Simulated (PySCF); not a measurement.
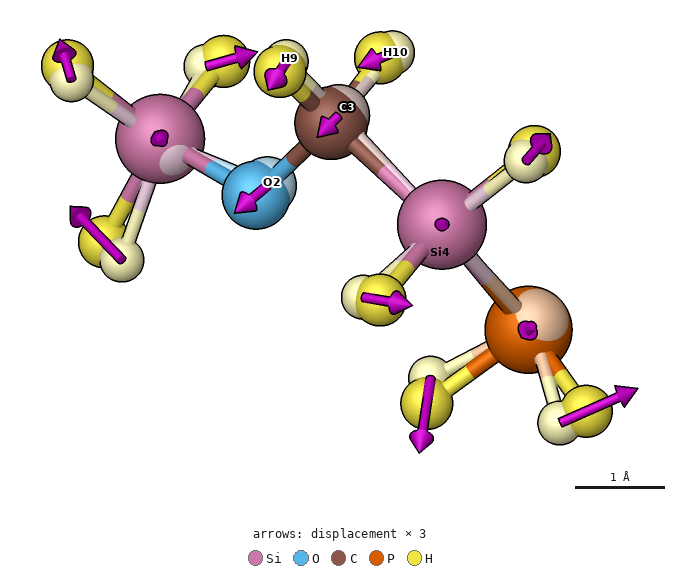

A relaxation of CH9OPSi2. The starting structure is drawn faded, the final one solid; purple arrows show the displacements, magnified 3 times. The two geometries are superimposed by the best rigid fit.

The picture is a ball-and-stick view, seen from a free direction.

The start comes from GFN2-xTB. Its atoms were then displaced at random by about 0.01 Å.

All numbers below come from PBE0-D3(BJ)/def2-SVP geometry optimisation, gas phase in PySCF. 

Which element moves most?

Answer. Hydrogen: up to 0.38 Å, against 0.18 Å for oxygen.

What happened in the run?

Answer. The energy falls by 8.31 kcal/mol in 11 geometry steps. The atom that moves furthest after the best rigid fit is an H atom (0.38 Å). Largest moves by element: H 0.38 Å, O 0.18 Å, C 0.13 Å, P 0.11 Å, Si 0.08 Å. Near-neighbour distances that change, for instance: O–Si 1.592 → 1.669 Å, H–P 1.370 → 1.429 Å, C–Si 1.954 → 1.899 Å, P–Si 2.211 → 2.261 Å. Among the angles between lasting bonds that change: O–Si–H 99.2° → 106.4°, Si–O–C 127.5° → 122.6°, C–Si–H 105.8° → 110.1°.
